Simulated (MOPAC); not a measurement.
# Geometry relaxation, with input and output: Si₂H₄ClO (charge +1) (part 1 of 2)

Si₂H₄ClO, charge +1, computed with PM3, closed shell (MOPAC 23.2.5).

The starting geometry was optimised with PM3.

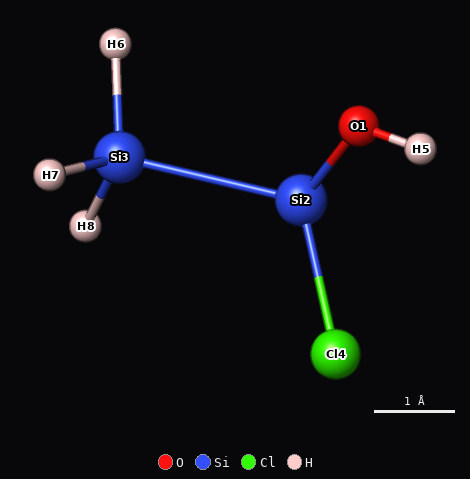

The structure as given in the input (ball-and-stick view, seen at a tilt; atoms are numbered from 1 in the order of the input).

## Summary

- outcome: converged
- total energy: −29.832602 hartree
- dispersion energy: 0.000000 hartree
- heat of formation: 66.83 kcal/mol
- basis functions: 20
- largest force: 0.001 eV/Å
- HOMO: −14.26 eV
- LUMO: −6.23 eV
- hardware: 1 thread of Arm Neoverse V1, 24 GiB of memory available, shared host
- peak memory: 0.073 GiB

## Notes

MOPAC's energies along a path are heats of formation.

## Input (run.mop)
```
DISP CHARGE=1 GNORM=0.05 CYCLES=300 PM3 THREADS=1 AUX(PRECISION=6)
ClH4OSi2 charge 1

O -0.268396 1 0.207177 1 -2.065613 1
Si -0.332621 1 -0.684890 1 -0.673958 1
Si -0.100751 1 0.556452 1 1.373780 1
Cl 0.943116 1 -2.269270 1 -0.979101 1
H -0.078107 1 -0.190764 1 -2.900626 1
H -1.163314 1 1.595901 1 1.397305 1
H 1.234302 1 1.200675 1 1.483785 1
H -0.296428 1 -0.396599 1 2.498225 1
```

Launched with:
```bash
mopac run.mop
```

## What the program printed
```
MOPAC v23.2.5
PM3 CALCULATION RESULTS

 *  PM3        - The PM3 Hamiltonian to be used
 *
 *
 *
 *                 CHARGE ON SYSTEM = +1
 *
 *
 *
 *  THREADS=1  - MULTI-THREADING NOT USED
 *  CYCLES=    - DO A MAXIMUM OF 300 STEPS
 *  GNORM      - EXIT WHEN GRADIENT NORM DROPS BELOW 0.050
 *  AUX        - OUTPUT AUXILIARY INFORMATION
 *  DISP       - PRINT DISPERSION AND HYDROGEN BOND ENERGIES
DISP CHARGE=1 GNORM=0.05 CYCLES=300 PM3 THREADS=1 AUX(PRECISION=6)
 ClH4OSi2 charge 1

   ATOM   CHEMICAL          X               Y               Z
  NUMBER   SYMBOL      (ANGSTROMS)     (ANGSTROMS)     (ANGSTROMS)

     1       O         -0.26839600  *   0.20717700  *  -2.06561300  *
     2      Si         -0.33262100  *  -0.68489000  *  -0.67395800  *
     3      Si         -0.10075100  *   0.55645200  *   1.37378000  *
     4      Cl          0.94311600  *  -2.26927000  *  -0.97910100  *
     5       H         -0.07810700  *  -0.19076400  *  -2.90062600  *
     6       H         -1.16331400  *   1.59590100  *   1.39730500  *
     7       H          1.23430200  *   1.20067500  *   1.48378500  *
     8       H         -0.29642800  *  -0.39659900  *   2.49822500  *

          CARTESIAN COORDINATES

    NO.       ATOM           X           Y           Z

     1         O         -0.2684      0.2072     -2.0656
     2        Si         -0.3326     -0.6849     -0.6740
     3        Si         -0.1008      0.5565      1.3738
     4        Cl          0.9431     -2.2693     -0.9791
     5         H         -0.0781     -0.1908     -2.9006
     6         H         -1.1633      1.5959      1.3973
     7         H          1.2343      1.2007      1.4838
     8         H         -0.2964     -0.3966      2.4982

           Empirical Formula: H4 O Si2 Cl  =     8 atoms

      MOLECULAR POINT GROUP   :   C1

      RHF CALCULATION, NO. OF DOUBLY OCCUPIED LEVELS = 12

          Geometry optimization using EF

          DIAGONAL MATRIX USED AS START HESSIAN
```

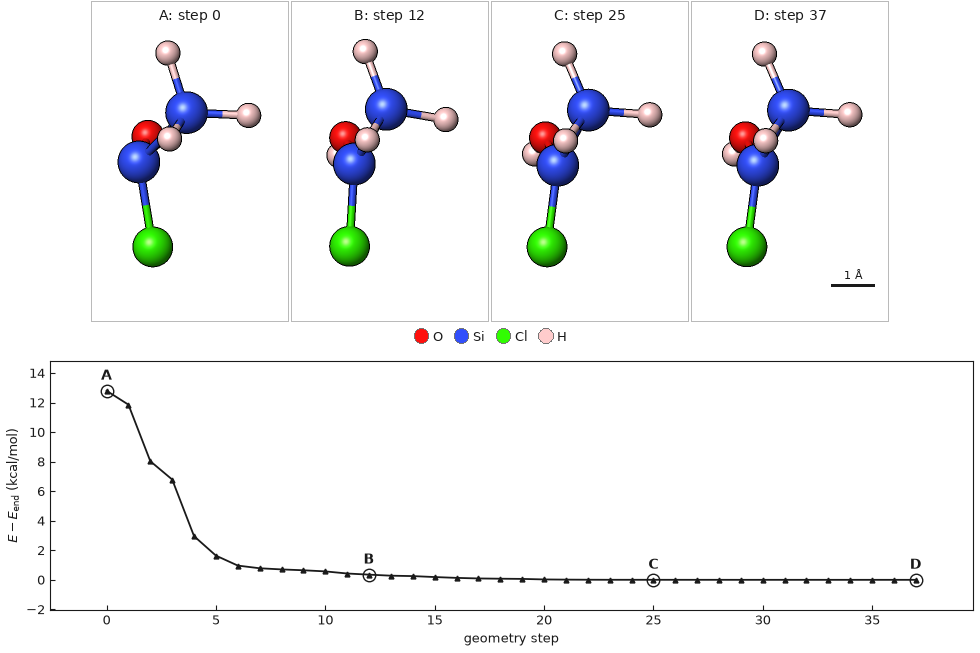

Frames of the relaxation (ball-and-stick view, seen at an oblique angle) above the curves, on which the letters mark them (steps are counted from 0).

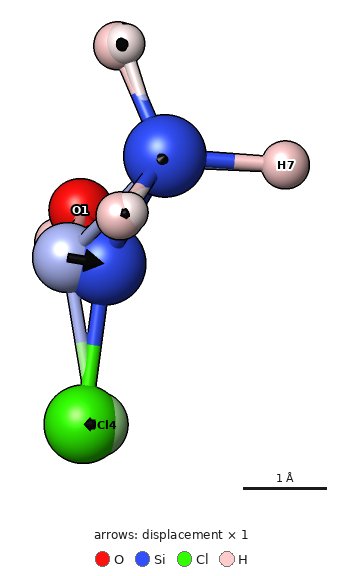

Start (faint) and end (solid) with the displacements as black arrows, at true length (ball-and-stick view, seen at an oblique angle). The two geometries are laid on each other by the best rigid fit. Si2 moves most after the best rigid fit: 0.46 Å. By element the largest moves are Si 0.46 Å, H 0.19 Å, Cl 0.14 Å, O 0.07 Å. Distances before and after: Si2–Cl4 2.057 → 1.964 Å, O1–Si2 1.654 → 1.609 Å, Si2–Si3 2.406 → 2.425 Å, Si3–H6 1.487 → 1.475 Å. Among the angles that change: Si2–Si3–H7 111.9° → 99.1°, Si2–O1–H5 121.6° → 131.7°, Si3–Si2–Cl4 117.6° → 127.3°. The energy falls by 12.8 kcal/mol in 37 geometry steps. Largest force component: 1.9 eV/Å at the start, 0.00083 eV/Å at the end. (Atoms are counted from 1 in the order of the input.)

```
 CYCLE:     1 TIME:   0.008 TIME LEFT:  2.00D  GRAD.:    75.918 HEAT:  79.63375
 CYCLE:     2 TIME:   0.000 TIME LEFT:  2.00D  GRAD.:   116.294 HEAT:  78.69106
 CYCLE:     3 TIME:   0.000 TIME LEFT:  2.00D  GRAD.:    91.859 HEAT:  74.86419
 CYCLE:     4 TIME:   0.000 TIME LEFT:  2.00D  GRAD.:    84.140 HEAT:  73.62354
 CYCLE:     5 TIME:   0.000 TIME LEFT:  2.00D  GRAD.:    27.523 HEAT:  69.78845
 CYCLE:     6 TIME:   0.000 TIME LEFT:  2.00D  GRAD.:    18.864 HEAT:  68.47277
 CYCLE:     7 TIME:   0.000 TIME LEFT:  2.00D  GRAD.:    11.493 HEAT:  67.79745
 CYCLE:     8 TIME:   0.008 TIME LEFT:  2.00D  GRAD.:     6.987 HEAT:  67.61624
 CYCLE:     9 TIME:   0.000 TIME LEFT:  2.00D  GRAD.:     6.513 HEAT:  67.53797
 CYCLE:    10 TIME:   0.000 TIME LEFT:  2.00D  GRAD.:     6.665 HEAT:  67.48026
 CYCLE:    11 TIME:   0.000 TIME LEFT:  2.00D  GRAD.:     6.919 HEAT:  67.40433
 CYCLE:    12 TIME:   0.000 TIME LEFT:  2.00D  GRAD.:     8.740 HEAT:  67.26140
 CYCLE:    13 TIME:   0.000 TIME LEFT:  2.00D  GRAD.:     5.434 HEAT:  67.18438
 CYCLE:    14 TIME:   0.000 TIME LEFT:  2.00D  GRAD.:     3.428 HEAT:  67.11369
 CYCLE:    15 TIME:   0.000 TIME LEFT:  2.00D  GRAD.:     3.712 HEAT:  67.08615
 CYCLE:    16 TIME:   0.008 TIME LEFT:  2.00D  GRAD.:     4.233 HEAT:  67.02157
 CYCLE:    17 TIME:   0.000 TIME LEFT:  2.00D  GRAD.:     5.295 HEAT:  66.96528
 CYCLE:    18 TIME:   0.000 TIME LEFT:  2.00D  GRAD.:     3.786 HEAT:  66.92618
 CYCLE:    19 TIME:   0.000 TIME LEFT:  2.00D  GRAD.:     5.258 HEAT:  66.90894
 CYCLE:    20 TIME:   0.000 TIME LEFT:  2.00D  GRAD.:     3.525 HEAT:  66.89577
 CYCLE:    21 TIME:   0.000 TIME LEFT:  2.00D  GRAD.:     6.682 HEAT:  66.85957
 CYCLE:    22 TIME:   0.000 TIME LEFT:  2.00D  GRAD.:     4.257 HEAT:  66.84704
 CYCLE:    23 TIME:   0.000 TIME LEFT:  2.00D  GRAD.:     2.347 HEAT:  66.84002
 CYCLE:    24 TIME:   0.008 TIME LEFT:  2.00D  GRAD.:     0.838 HEAT:  66.83633
 CYCLE:    25 TIME:   0.000 TIME LEFT:  2.00D  GRAD.:     0.554 HEAT:  66.83575
 CYCLE:    26 TIME:   0.000 TIME LEFT:  2.00D  GRAD.:     0.379 HEAT:  66.83501
 CYCLE:    27 TIME:   0.000 TIME LEFT:  2.00D  GRAD.:     0.409 HEAT:  66.83444
 CYCLE:    28 TIME:   0.000 TIME LEFT:  2.00D  GRAD.:     0.321 HEAT:  66.83401
 CYCLE:    29 TIME:   0.000 TIME LEFT:  2.00D  GRAD.:     0.753 HEAT:  66.83446
 CYCLE:    30 TIME:   0.000 TIME LEFT:  2.00D  GRAD.:     0.181 HEAT:  66.83324
 CYCLE:    31 TIME:   0.000 TIME LEFT:  2.00D  GRAD.:     0.113 HEAT:  66.83322
 CYCLE:    32 TIME:   0.008 TIME LEFT:  2.00D  GRAD.:     0.094 HEAT:  66.83317
 CYCLE:    33 TIME:   0.000 TIME LEFT:  2.00D  GRAD.:     0.111 HEAT:  66.83309
 CYCLE:    34 TIME:   0.000 TIME LEFT:  2.00D  GRAD.:     0.080 HEAT:  66.83308
 CYCLE:    35 TIME:   0.000 TIME LEFT:  2.00D  GRAD.:     0.064 HEAT:  66.83310
 CYCLE:    36 TIME:   0.000 TIME LEFT:  2.00D  GRAD.:     0.053 HEAT:  66.83307
 CYCLE:    37 TIME:   0.000 TIME LEFT:  2.00D  GRAD.:     0.052 HEAT:  66.83305
 CYCLE:    38 TIME:   0.000 TIME LEFT:  2.00D  GRAD.:     0.049 HEAT:  66.83304

     GRADIENT =  0.04854 IS LESS THAN CUTOFF =  0.05000

 -------------------------------------------------------------------------------
 DISP CHARGE=1 GNORM=0.05 CYCLES=300 PM3 THREADS=1 AUX(PRECISION=6)
 ClH4OSi2 charge 1

     GEOMETRY OPTIMISED USING EIGENVECTOR FOLLOWING (EF).
     SCF FIELD WAS ACHIEVED

                              PM3 CALCULATION

          FINAL HEAT OF FORMATION =         66.83304 KCAL/MOL =     279.62944 KJ/MOL

          TOTAL ENERGY            =     -18720.24041 KCAL/MOL = ELECTRONIC ENERGY + CORE-CORE REPULSION
          ENERGY OF ATOMS         =      18787.07345 KCAL/MOL
                              SUM =         66.83304 KCAL/MOL
          DISPERSION ENERGY       =          0.00000 KCAL/MOL
                              SUM =         66.83304 KCAL/MOL = FINAL HEAT OF FORMATION

          TOTAL ENERGY            =       -811.78646 EV
          ELECTRONIC ENERGY       =      -1957.18715 EV
          CORE-CORE REPULSION     =       1145.40070 EV
          COSMO AREA              =        140.30 SQUARE ANGSTROMS
          COSMO VOLUME            =        133.84 CUBIC ANGSTROMS

          GRADIENT NORM           =          0.04854          =       0.01716 PER ATOM
          IONIZATION POTENTIAL    =         14.257719 EV
          HOMO LUMO ENERGIES (EV) =        -14.258 -6.229
          NO. OF FILLED LEVELS    =         12
          MOLECULAR WEIGHT        =        111.6550         POINT GROUP:  C1

          MOLECULAR DIMENSIONS (Angstroms)

            Atom       Atom       Distance
            H     8    H     5     5.39263
            H     6   Cl     4     4.48080
            H     7    H     8     2.14352

          SCF CALCULATIONS        =         40

          WALL-CLOCK TIME         =      0.047 SECONDS
          COMPUTATION TIME        =      0.046 SECONDS

   ATOM   CHEMICAL          X               Y               Z
  NUMBER   SYMBOL      (ANGSTROMS)     (ANGSTROMS)     (ANGSTROMS)

     1       O         -0.38326292  *   0.12117303  *  -2.06999896  *
     2      Si          0.05589738  *  -0.55021207  *  -0.67566841  *
     3      Si         -0.16437394  *   0.58578230  *   1.45589402  *
     4      Cl          0.82349766  *  -2.32791502  *  -1.00452205  *
     5       H         -0.33362399  *  -0.18977102  *  -2.96049646  *
     6       H         -1.30316452  *   1.49879509  *   1.24626949  *
     7       H          1.16225054  *   1.23251509  *   1.51414447  *
     8       H         -0.37696116  *  -0.50761305  *   2.42258306  *

                             CARTESIAN COORDINATES

   1    O       -0.383262921     0.121173029    -2.069998958
   2   Si        0.055897382    -0.550212068    -0.675668412
   3   Si       -0.164373941     0.585782305     1.455894022
   4   Cl        0.823497661    -2.327915025    -1.004522054
   5    H       -0.333623987    -0.189771022    -2.960496465
   6    H       -1.303164518     1.498795091     1.246269494
   7    H        1.162250541     1.232515090     1.514144474
   8    H       -0.376961161    -0.507613050     2.422583063

           Empirical Formula: H4 O Si2 Cl  =     8 atoms

      MOLECULAR POINT GROUP   :   C1

                  EIGENVALUES
 -60.05299 -41.63317 -22.70722 -20.37411 -19.33240 -18.12223 -17.22531 -16.20366
 -16.05919 -15.67087 -15.53870 -14.25772  -6.22888  -5.88115  -4.07047  -3.49862
  -3.04245  -1.76528  -1.63822   0.45518

              NET ATOMIC CHARGES AND DIPOLE CONTRIBUTIONS

  ATOM NO.   TYPE          CHARGE      No. of ELECS.   s-Pop       p-Pop
    1          O          -0.507171        6.5072     1.71995     4.78722
    2         Si           1.050451        2.9495     1.18146     1.76809
    3         Si           0.717573        3.2824     0.93403     2.34839
    4         Cl          -0.222513        7.2225     1.96549     5.25702
    5          H           0.273388        0.7266     0.72661
    6          H          -0.103352        1.1034     1.10335
    7          H          -0.106274        1.1063     1.10627
    8          H          -0.102103        1.1021     1.10210
 DIPOLE           X         Y         Z       TOTAL
 POINT-CHG.    -1.255     3.398     3.176     4.817
 HYBRID         0.078    -0.634    -2.547     2.626
 SUM           -1.177     2.764     0.628     3.069

          ATOMIC ORBITAL ELECTRON POPULATIONS

     Atom    s        px        py        pz
    1  O   1.71995   1.77565   1.73281   1.27876
    2 Si   1.18146   0.42027   0.55754   0.79028
    3 Si   0.93403   0.85049   0.80496   0.69294
    4 Cl   1.96549   1.79250   1.52672   1.93781
    5  H   0.72661
    6  H   1.10335
    7  H   1.10627
    8  H   1.10210

 *                    *
 * JOB ENDED NORMALLY *
 *                    *

 TOTAL JOB TIME:             0.05 SECONDS

 == MOPAC DONE ==
```

## Trajectory as extended XYZ (Å, eV, eV/Å), 38 frames, from step=0 to step=37
```
8
Properties=species:S:1:pos:R:3:forces:R:3 step=0 energy=3.45325
O    -0.2684    0.2072   -2.0656   -0.5009  -1.1824   1.0380
Si   -0.3326   -0.6849   -0.6740    1.8889   0.7344  -1.0735
Si   -0.1008    0.5565    1.3738   -0.6251   0.2729   1.0406
Cl    0.9431   -2.2693   -0.9791   -0.8354   0.3587   0.0626
H    -0.0781   -0.1908   -2.9006    0.0285   0.2127  -0.3140
H    -1.1633    1.5959    1.3973    0.0147  -0.1106  -0.1397
H     1.2343    1.2007    1.4838    0.0336  -0.2415  -0.4599
H    -0.2964   -0.3966    2.4982   -0.0043  -0.0441  -0.1541
8
Properties=species:S:1:pos:R:3:forces:R:3 step=1 energy=3.41237
O    -0.2804    0.1665   -2.0264   -0.0352   0.1158  -3.5472
Si   -0.3000   -0.6693   -0.7263    1.4903  -0.7725   2.6879
Si   -0.1090    0.5662    1.4080   -0.4020   0.0757   0.1874
Cl    0.9291   -2.2637   -0.9797   -0.5903   0.1259  -0.0071
H    -0.0787   -0.1871   -2.9162   -0.3227   0.8741   1.0477
H    -1.1627    1.5929    1.3888   -0.1133   0.0133  -0.0902
H     1.2353    1.1947    1.4589    0.0198  -0.2134  -0.3664
H    -0.2953   -0.3968    2.4902   -0.0467  -0.2190   0.0879
8
Properties=species:S:1:pos:R:3:forces:R:3 step=2 energy=3.24642
O    -0.2906    0.1387   -2.0818   -0.8940   0.8909   1.7755
Si   -0.2545   -0.6636   -0.7048    1.1877   0.2088   1.1349
Si   -0.1232    0.5706    1.4440   -0.0748   0.1531  -0.2682
Cl    0.9087   -2.2539   -0.9899   -0.3652  -0.0684   0.0218
H    -0.0816   -0.1682   -2.9024    0.5360  -0.6954  -2.6340
H    -1.1635    1.5896    1.3815   -0.2287   0.1076  -0.0477
H     1.2361    1.1847    1.4344   -0.0746  -0.2306  -0.2783
H    -0.2956   -0.4022    2.4858   -0.0864  -0.3660   0.2960
8
Properties=species:S:1:pos:R:3:forces:R:3 step=3 energy=3.19262
O    -0.3048    0.1459   -2.1015    0.1705  -1.3766   0.6433
Si   -0.2001   -0.6656   -0.6331    0.7859   1.3229  -2.3640
Si   -0.1438    0.5710    1.4294    0.2283   0.1634   0.3617
Cl    0.8892   -2.2525   -1.0066   -0.2098  -0.2009   0.0910
H    -0.0758   -0.1664   -2.9948   -0.3801   0.3256   1.4579
H    -1.1694    1.5895    1.3692   -0.3093   0.1737  -0.0570
H     1.2341    1.1703    1.4083   -0.2133  -0.2537  -0.2439
H    -0.2998   -0.4174    2.4932   -0.0722  -0.1544   0.1111
8
Properties=species:S:1:pos:R:3:forces:R:3 step=4 energy=3.02631
O    -0.3155    0.1125   -2.0918   -0.0966  -0.1324  -0.0380
Si   -0.1659   -0.6358   -0.6634    0.6468   0.5141  -0.3316
Si   -0.1536    0.5722    1.4530    0.2881   0.0011   0.0671
Cl    0.8778   -2.2547   -1.0074   -0.0872  -0.2824   0.0627
H    -0.0786   -0.1588   -2.9730   -0.1692   0.0425   0.3885
H    -1.1778    1.5927    1.3624   -0.2895   0.1473  -0.0181
H     1.2292    1.1559    1.3716   -0.2338  -0.2343  -0.1454
H    -0.3027   -0.4322    2.5162   -0.0585  -0.0559   0.0147
8
Properties=species:S:1:pos:R:3:forces:R:3 step=5 energy=2.96926
O    -0.3368    0.0926   -2.0967   -0.1804   0.3000   0.1220
Si   -0.1152   -0.6010   -0.6660    0.4418   0.1343   0.0721
Si   -0.1667    0.5684    1.4676    0.2751   0.0538  -0.0393
Cl    0.8650   -2.2641   -1.0089   -0.0237  -0.2248   0.0752
H    -0.0833   -0.1553   -2.9683   -0.0478  -0.1260  -0.1630
H    -1.1937    1.5989    1.3543   -0.1990   0.0519   0.0152
H     1.2176    1.1324    1.3274   -0.2158  -0.1912  -0.0477
H    -0.3076   -0.4467    2.5283   -0.0502   0.0021  -0.0346
8
Properties=species:S:1:pos:R:3:forces:R:3 step=6 energy=2.93998
O    -0.3633    0.0882   -2.1009   -0.0260   0.2633   0.1013
Si   -0.0621   -0.5732   -0.6667    0.1746  -0.0001   0.0553
Si   -0.1784    0.5665    1.4766    0.1669   0.0615  -0.1085
Cl    0.8542   -2.2776   -1.0065    0.0180  -0.1265   0.0653
H    -0.0898   -0.1564   -2.9690   -0.0888  -0.1024  -0.1126
H    -1.2133    1.6028    1.3511   -0.0991  -0.0355   0.0315
H     1.2010    1.1036    1.2874   -0.1043  -0.0967   0.0265
H    -0.3137   -0.4595    2.5311   -0.0414   0.0364  -0.0587
8
Properties=species:S:1:pos:R:3:forces:R:3 step=7 energy=2.93212
O    -0.3756    0.0970   -2.0966    0.0852   0.1556   0.0220
Si   -0.0423   -0.5642   -0.6672    0.0825  -0.0711   0.0266
Si   -0.1812    0.5655    1.4696    0.0273   0.0312  -0.0096
Cl    0.8524   -2.2866   -1.0020    0.0052  -0.0417   0.0509
H    -0.0966   -0.1602   -2.9618   -0.1375  -0.0456  -0.0556
H    -1.2242    1.6009    1.3564   -0.0483  -0.0597   0.0154
H     1.1915    1.0888    1.2770    0.0172  -0.0179   0.0282
H    -0.3172   -0.4631    2.5248   -0.0316   0.0491  -0.0780
8
Properties=species:S:1:pos:R:3:forces:R:3 step=8 energy=2.92872
O    -0.3802    0.1073   -2.0939    0.1641   0.0258  -0.0261
Si   -0.0352   -0.5653   -0.6695    0.0252  -0.0128   0.0284
Si   -0.1815    0.5663    1.4664   -0.0191   0.0430  -0.0639
Cl    0.8528   -2.2912   -0.9977    0.0014  -0.0230   0.0273
H    -0.1049   -0.1641   -2.9582   -0.1725   0.0145   0.0083
H    -1.2304    1.5962    1.3619   -0.0394  -0.0456   0.0000
H     1.1881    1.0830    1.2755    0.0750   0.0234   0.0248
H    -0.3190   -0.4612    2.5105   -0.0347  -0.0253   0.0012
8
Properties=species:S:1:pos:R:3:forces:R:3 step=9 energy=2.92622
O    -0.3795    0.1162   -2.0887    0.1739  -0.0400  -0.0188
Si   -0.0348   -0.5680   -0.6684    0.0297  -0.0001  -0.0224
Si   -0.1809    0.5676    1.4574   -0.0405  -0.0096   0.0430
Cl    0.8542   -2.2943   -0.9955   -0.0153  -0.0050   0.0206
H    -0.1160   -0.1660   -2.9533   -0.1693   0.0373   0.0005
H    -1.2350    1.5898    1.3679   -0.0477  -0.0114  -0.0226
H     1.1886    1.0821    1.2804    0.0961   0.0470   0.0105
H    -0.3206   -0.4615    2.5024   -0.0269  -0.0182  -0.0107
```
